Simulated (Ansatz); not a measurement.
C2H4Cl2Ge: single-point calculation

The run: single-point calculation of C2H4Cl2Ge, SMILES C=[CH][GeH]([Cl])[Cl]. Method and program: RKS PBE/cc-pVDZ (Ansatz 0.2.0).

Some settings of this run were made unusual or wrong on purpose. The geometry comes from this level: PBE0-D4/def2-TZVP. Figures and captions count atoms from 1; the log counts them from 0 in places.

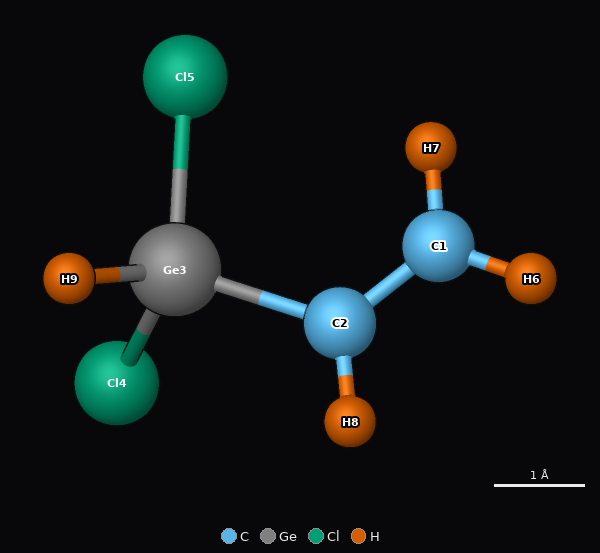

*The input geometry (ball-and-stick view, seen at a tilt; atoms are numbered from 1 in the order of the input). Sticks mark near contacts.*

The input
```yaml
crystal:
  periodic: [false, false, false]
  atoms:
    - {symbol: C, position_ang: [1.695996, -0.047047, -0.062884]}
    - {symbol: C, position_ang: [0.490126, -0.734731, 0.041111]}
    - {symbol: Ge, position_ang: [-1.293285, 0.201178, 0.185561]}
    - {symbol: Cl, position_ang: [-2.600190, -0.453605, -1.532672]}
    - {symbol: Cl, position_ang: [-0.962698, 2.422993, 0.002002]}
    - {symbol: H, position_ang: [2.689872, -0.599862, -0.145516]}
    - {symbol: H, position_ang: [1.740760, 1.091785, -0.074515]}
    - {symbol: H, position_ang: [0.471366, -1.876031, 0.040250]}
    - {symbol: H, position_ang: [-2.139126, -0.053505, 1.528812]}
basis:
  gaussian: {orbitals: cc-pVDZ, final_grid: {core_spheres: 1, valence_spheres: 1, degree: 1}}
hamiltonian: {xc: {name: PBE}}
accuracy: high
output: {forces: true}
```

Hardware: 4 threads of Arm Neoverse V2, 23 GiB of memory available, shared host.

Command:
```bash
ansatz run in.yaml --threads 4 --pin off --events-out ev --progress --plain --max-ram 10444MiB
```

Output
```
Functional definition: PBE
  name "PBE"
  cite "Perdew, Burke & Ernzerhof, Phys. Rev. Lett. 77, 3865 (1996) doi:10.1103/PhysRevLett.77.3865"
  parent pbe
  parameter kappa = 0.804
  parameter beta = 0.06672455060314922
  exchange = pbe_x(kappa = kappa, mu = beta*pi^2/3)
  correlation = pbe_c(beta = beta)
2574 factors; integrals over basis functions are off by at most 4.5e-9 eV
mean field evaluation 1: about -83675.5573 eV, gradient 4.7e1 eV
mean field evaluation 2: about -83652.0460 eV, gradient 9.6e1 eV
mean field evaluation 4: about -83681.5650 eV, gradient 9.4e0 eV
mean field evaluation 8: about -83650.0931 eV, gradient 1.2e2 eV
mean field evaluation 16: about -83758.4054 eV, gradient 3.0e1 eV
mean field evaluation 32: about -83762.2162 eV, gradient 5.7e1 eV
mean field evaluation 64: about -83788.3916 eV, gradient 4.1e0 eV
mean field evaluation 96: about -83783.0185 eV, gradient 1.4e1 eV
mean field -83788.64306337 eV, -3079.1758385969 hartree, gradient 7.9e-8 eV, S^2 0.000000; 6 other end points of the search recorded, 0 dependent functions left out
the calculation of the forces begins
reference -83788.64308237 eV, -3079.1758392950 hartree; 41, 41 occupied and 70, 70 virtual orbitals, 2574 factors
Total energy: -83788.64308237 eV, -3079.1758392950 hartree
Atom 0 at     1.695996    -0.047047    -0.062884 Å, force   -21.008800   -12.631009    11.904070 eV/Å
Atom 1 at     0.490126    -0.734731     0.041111 Å, force    42.442639     8.151116    -6.090401 eV/Å
Atom 2 at    -1.293285     0.201178     0.185561 Å, force     2.305029   -24.802916   -26.553038 eV/Å
Atom 3 at    -2.600190    -0.453605    -1.532672 Å, force    -4.321194    19.073755    23.236558 eV/Å
Atom 4 at    -0.962698     2.422993     0.002002 Å, force    -7.473252    -6.663133    -4.539676 eV/Å
Atom 5 at     2.689872    -0.599862    -0.145516 Å, force    -5.025626     0.143651     1.334131 eV/Å
Atom 6 at     1.740760     1.091785    -0.074515 Å, force    -3.575724    -6.935878     2.180916 eV/Å
Atom 7 at     0.471366    -1.876031     0.040250 Å, force    -7.289773    22.039982     4.140608 eV/Å
Atom 8 at    -2.139126    -0.053505     1.528812 Å, force     3.946701     1.624431    -5.613169 eV/Å
Dipole moment:     1.851303    -0.701309     1.217624 e Å
```

What the run reported

```json
{"quantity": "outcome", "value": "converged"}
{"quantity": "total energy", "value": "−83788.6431 eV"}
{"quantity": "SCF solution under orbital rotations", "value": "stable"}
{"quantity": "largest force (length of the vector)", "value": "43.645 eV/Å"}
{"quantity": "dipole moment", "value": "11.16 D"}
{"quantity": "wall time", "value": "8.5 s (CPU time 29 s)"}
{"quantity": "peak memory", "value": "0.47 GiB"}
```

Diagnosis

A setting was made wrong on purpose: grid. The run converged all the same; its numbers are those of the faulty input and shouldn't be used.
